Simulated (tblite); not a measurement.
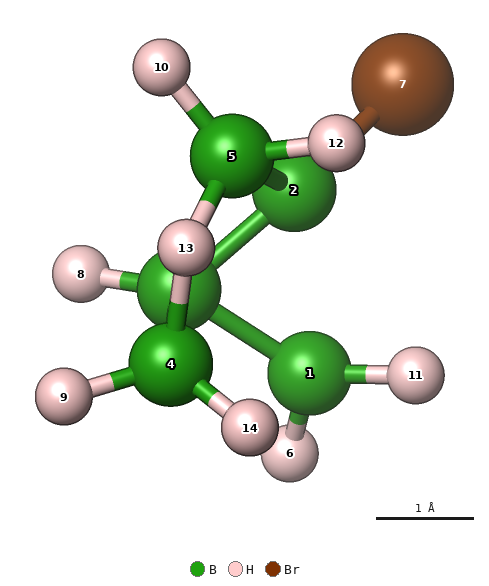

The structure as given in the input (ball-and-stick view, seen at a tilt; atoms are numbered from 1 in the order of the input). Bond lengths as drawn: B–B 1.59 to 1.76 Å, B–Br 1.85 Å and B–H 1.17 to 1.34 Å.

## Run report: B5H8Br, relaxed scan

System: B5H8Br (nido-B5H9 (Br for H, site a on B)).
Method: GFN2-xTB relaxed scan under a harmonic restraint, gas phase (tblite 0.8.0).

Input file
```
{"job": {"xc": "GFN2-xTB", "basis": "xTB", "coordinate": [["d", [13, 0], 1], ["d", [13, 2], -1]], "kind": "drive"}, "charge": 0, "multiplicity": 1}
B     -1.347307     0.734461     0.466757
B      0.356202     0.342109     1.239179
B     -0.488083    -0.672460     0.351105
B     -0.370018    -0.500305    -1.366307
B      1.427868    -0.177949    -0.049677
H     -2.481509     0.560802     0.710651
Br     0.854185     1.204845     2.799340
H     -0.705669    -1.749205     0.763939
H     -0.602451    -1.522068    -1.905338
H      2.242698    -1.003738     0.167112
H     -1.071805     1.860991     0.248730
H      1.861906     0.916370    -0.240459
H      0.957391    -0.447336    -1.217812
H     -0.604013     0.445977    -2.023843
```

The first line tells a small driver script what to run in tblite; the rest is the geometry in Å.

Machine: 1 CPU thread, shared host.

Command:
```bash
OMP_NUM_THREADS=1 python <driver script> task.json out
```

What the program printed
```
point  coordinate     E/eV
  0      0.108     -388.80135
  1      0.241     -388.75780
  2      0.373     -388.70651
  3      0.506     -388.64783
  4      0.637     -388.57973
  5      0.769     -388.50157
  6      0.899     -388.41137
  7      1.030     -388.30809
```

Results in brief

```csv
quantity,value
outcome,converged
wall time,0.96 s
peak memory,0.18 GiB
```
